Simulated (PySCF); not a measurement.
System: C5H12S2Si.

Input file:

```
{"job": {"kind": "nmr", "xc": "PBE0", "basis": "pcSseg-1"}, "charge": 0, "multiplicity": 1}
C     -2.887228     0.034839     0.922159
C     -1.941928    -1.146148     0.828774
S     -1.504627    -1.562455    -0.893105
C     -0.609283    -0.085271    -1.386624
C      0.726879    -0.301905    -2.111718
Si     0.896586     0.594117    -0.468020
S      1.646646    -0.430261     1.243035
C      3.432504    -0.155234     1.010971
H     -3.155086     0.212538     1.961786
H     -2.415503     0.933231     0.528475
H     -3.795127    -0.159619     0.355124
H     -2.404566    -2.052082     1.218666
H     -1.010587    -0.957200     1.365690
H     -1.270170     0.630064    -1.860431
H      1.034324    -1.337602    -2.176667
H      0.839360     0.209443    -3.057398
H      1.086731     2.030889    -0.425899
H      3.758084    -0.619162     0.086094
H      3.928363    -0.621557     1.855745
H      3.639480     0.910031     1.000308
```

Run with:

```sh
OMP_NUM_THREADS=1 python probes_run.py task.json out
```

Geometry: GFN2-xTB.

Theory: PBE0/pcSseg-1, SCF density, gas phase, non-relativistic (PySCF).

> What will maps of the electron density and electron localisation function show?

C–S (1.80 Å): ρ is about 1.2 e/Å³ halfway; the ELF peaks at about 0.90 between the atoms (a covalent bond).
C–Si (1.89 Å): ρ at the midpoint is about 0.82 e/Å³; the ELF peaks at about 0.85 between the atoms, as expected for a covalent bond.
Si–S (2.13 Å): ρ at the midpoint is about 0.86 e/Å³; the ELF peaks at about 0.90 between the atoms, as expected for a covalent bond.

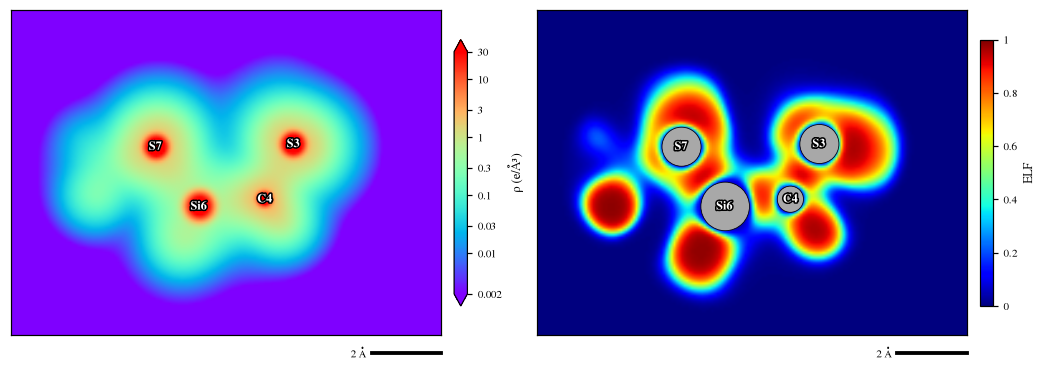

Computed electron density and electron localisation function on the plane of atoms C4, Si6 and S7, in this order. Grey discs cover the atomic cores in the ELF map. 
